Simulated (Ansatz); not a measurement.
Reaction (SMILES): CN(C)C + 3 [H][H] (H2) → 3 C (CH4) + N (NH3)
B3LYP-D3(BJ)/def2-TZVP geometries, fixed; electronic energies without zero-point terms.

Basis-set convergence of the energy of full hydrogenation at PBE with Ansatz (a first-principles code). Cartesian d functions, on some or all atoms, in 6-31+G*; all else is spherical. The program fits the integrals of some runs and decomposes those of others, by size. No added dispersion term, no relativity. Functions are those of the species that has most. Reference: the value in aug-cc-pVQZ, -70.23 kcal/mol, itself unsure by roughly 0.13 kcal/mol (its mean distance from def2-QZVPPD, pcseg-3, def2-QZVPP). Deviations are taken from unrounded values.

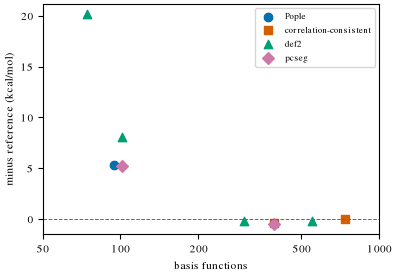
Figure. Deviation from the reference against the number of basis functions, by family of sets.

```csv
basis,functions,energy of full hydrogenation (kcal/mol),minus reference (kcal/mol)
def2-SV(P),74,-50.08,20.15
6-31+G*,94,-64.93,5.30
def2-SVP,101,-62.17,8.06
pcseg-1,101,-65.02,5.21
def2-TZVPPD,301,-70.40,-0.17
aug-cc-pVTZ,391,-70.60,-0.37
aug-pcseg-2,391,-70.71,-0.48
def2-QZVPPD,549,-70.46,-0.23
aug-cc-pVQZ,734,-70.23,0.00
```
